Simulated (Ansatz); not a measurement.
**ClH₃OW···HF: density, localisation and related maps**

```xyz
8

W     0.0355    0.5438   -0.6153
F     0.7466   -0.0143    2.2964
H     0.8967   -0.7974    1.8268
Cl    0.2363    2.5484    0.3922
H    -1.0061   -0.4520    0.2344
H     1.1566   -0.6036   -0.1083
O    -0.2435    0.0198   -2.3244
H    -0.3546    0.2178   -3.2593
```

Core potentials replace the inner electrons of W.

Theory: Ansatz 0.2.0, RKS PBE0-D4/def2-SVP.

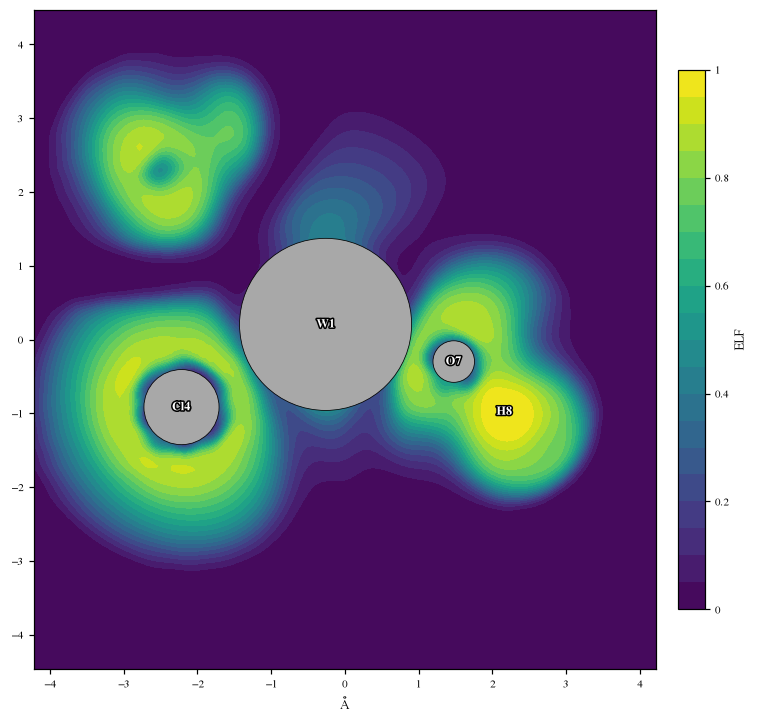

Figure 1. Electron localisation function on the plane of atoms Cl4, W1 and O7. Grey discs cover the atomic cores.

Question: What do the fields say about this system?

Answer: Atoms in the plane: W, Cl, O and H. W–O (1.81 Å): the ELF peaks at about 0.80 in the valence shell of O, 0.5 Å from its nucleus, and drops to about 0.30 between the two atoms. W–Cl (2.25 Å): the ELF peaks at about 0.85 in the valence shell of Cl, 0.8 Å from its nucleus, and is about 0.40 at the midpoint. O–H (0.96 Å): the ELF climbs to about 1 towards the hydrogen, as it does in any bond to H: a covalent bond by its length. The ELF also peaks beside F2, away from the bonds: lone-pair regions.

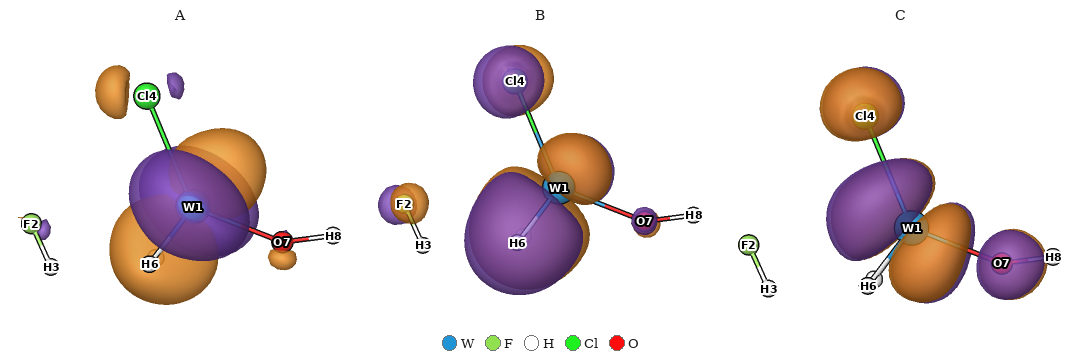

Figure 2. Three frontier orbitals at ±0.1 Å⁻³ᐟ² (orange and purple are the two phases), in no order.

Question: Order the three orbitals by energy and name them.

Answer: B is the HOMO−1 (−8.75 eV). Its weight (Hirshfeld) is mainly on W1 (about 45 %), H5 (about 25 %), H6 (about 20 %) and Cl4 (about 10 %). A is the HOMO (−5.33 eV). It lies mainly on W1 (about 85 %). C is the LUMO (−2.19 eV). Its weight (Hirshfeld) is mainly on W1 (about 70 %), Cl4 (about 10 %) and O7 (about 10 %).

Question: What is the HOMO–LUMO gap?

Answer: 3.14 eV between the orbital energies.

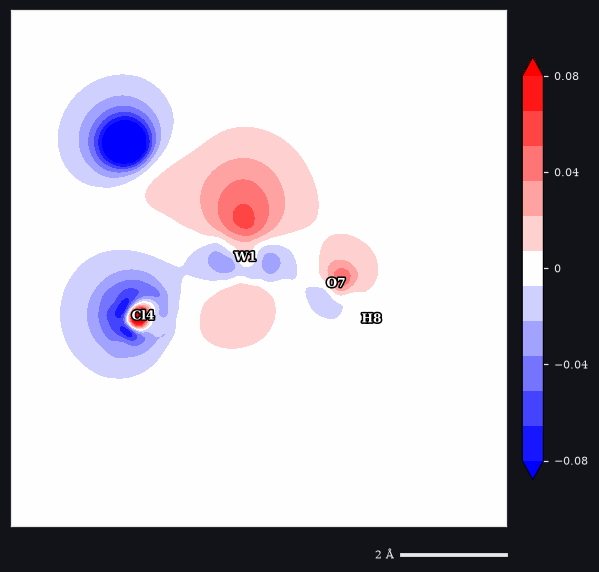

Figure 3. The HOMO−1 on the plane of atoms W1, O7 and H8 (values in Å⁻³ᐟ²; the overall sign is arbitrary).

Question: Describe this orbital and give its energy.

Answer: Its weight (Hirshfeld) is mainly on W1 (about 45 %), H5 (about 25 %), H6 (about 20 %) and Cl4 (about 10 %). Its energy is −8.75 eV.
